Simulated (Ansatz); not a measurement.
# BH (SMILES [BH]) at r2SCAN/3-21G

Aim: the electronic atomisation energy of BH at r2SCAN/3-21G, from 3 runs. 

Program for the calculation: Ansatz 0.2.0.

60 further runs of the same task are left out: 60 set aside as unsound or not needed.

## (1) The system as given

BH has 2 atoms, charge 0, and is taken as a singlet. As SMILES, `[BH]`. The bond length is the measured one.

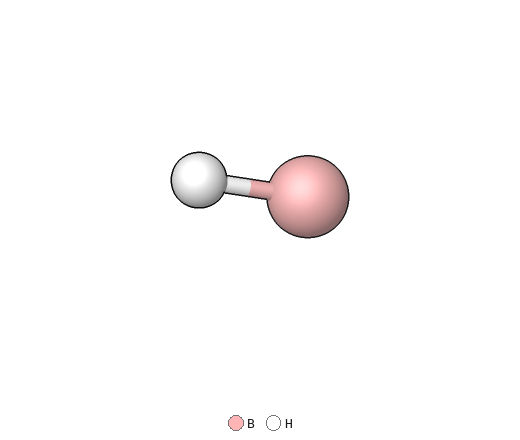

The structure, seen from a chosen angle (boron pink, hydrogen white).

## (2) The energy at r2SCAN/3-21G

File in.yaml:

```yaml
crystal:
  periodic: [false, false, false]
  atoms:
    - {symbol: B, position_ang: [0.000000, 0.000000, 0.000000]}
    - {symbol: H, position_ang: [0.000000, 0.000000, 1.232400]}
basis:
  gaussian:
    orbitals: 3-21G.json
accuracy: high
hamiltonian:
  xc: {name: r2SCAN}
```

The basis set 3-21G is read from a file made from the Basis Set Exchange's data (not shown).

On the command line:

```sh
ansatz run in.yaml --threads 1 --pin off --max-ram 2610MiB --events-out events.jsonl --progress --plain --runs-dir runs
```

Output:

```text
Warning: RAYON_NUM_THREADS=1 ignored (pool sized by the plan → 1); use --threads N
Functional definition: r2SCAN
  name "r2SCAN"
  parameter k0 = 0.174
  parameter k1 = 0.065
  parameter a1 = 4.9479
  exchange = r2scan_x(k0 = k0, k1 = k1, a1 = a1)
  correlation = r2scan_c
210 factors; integrals over basis functions are off by at most 2.8e-9 eV
mean field evaluation 1: about -683.2566 eV, gradient 4.0e0 eV
mean field evaluation 2: about -683.3170 eV, gradient 7.0e-1 eV
mean field evaluation 4: about -683.3080 eV, gradient 1.8e-1 eV
mean field evaluation 8: about -683.3082 eV, gradient 5.9e-4 eV
mean field evaluation 16: about -683.3082 eV, gradient 1.0e-9 eV
mean field -683.30815730 eV, -25.1111116179 hartree, gradient 7.6e-10 eV, S^2 0.000000; 0 other end points of the search recorded, 0 dependent functions left out
reference -683.30815765 eV, -25.1111116309 hartree; 3, 3 occupied and 8, 8 virtual orbitals, 210 factors
Total energy: -683.30815765 eV, -25.1111116309 hartree
```

Wall time 0.72 s (1 thread of Arm Neoverse V1, shared host).

## (3) The B atom at the same level

File in.yaml:

```yaml
basis:
  gaussian:
    orbitals: 3-21G.json
crystal:
  periodic: [false, false, false]
  atoms:
    - {symbol: B, position_ang: [0.000000, 0.000000, 0.000000]}
magnetization:
  spin_polarized: true
  initial_magnetization: 1
hamiltonian:
  xc: {name: r2SCAN}
accuracy: high
```

The basis set 3-21G is read from a file made from the Basis Set Exchange's data (not shown).

Run the same way, it converges to -24.49324 Eh (log not shown).

## (4) The H atom at the same level

File run.yaml:

```yaml
crystal:
  periodic: [false, false, false]
  atoms:
    - {symbol: H, position_ang: [0.000000, 0.000000, 0.000000]}
basis:
  gaussian:
    orbitals: 3-21G.json
hamiltonian:
  xc: {name: r2SCAN}
magnetization:
  spin_polarized: true
  initial_magnetization: 1
accuracy: high
```

The basis set 3-21G is read from a file made from the Basis Set Exchange's data (not shown).

Run the same way, it converges to -0.49563 Eh (log not shown).

## (5) Results

Level: r2SCAN/3-21G.

| quantity | value |
| --- | --- |
| molecule: total energy | -25.11111 Eh |
| B atom: total energy | -24.49324 Eh |
| B atom: ⟨S²⟩ | 0.750 |
| H atom: total energy | -0.49563 Eh |
| H atom: ⟨S²⟩ | 0.750 |
| electronic atomisation energy | 3.326 eV |

In words: Taking the molecule apart into free atoms costs 3.33 eV (77 kcal/mol), before zero-point energy and without spin-orbit coupling. The basis has no polarisation functions, which makes bonds too weak.
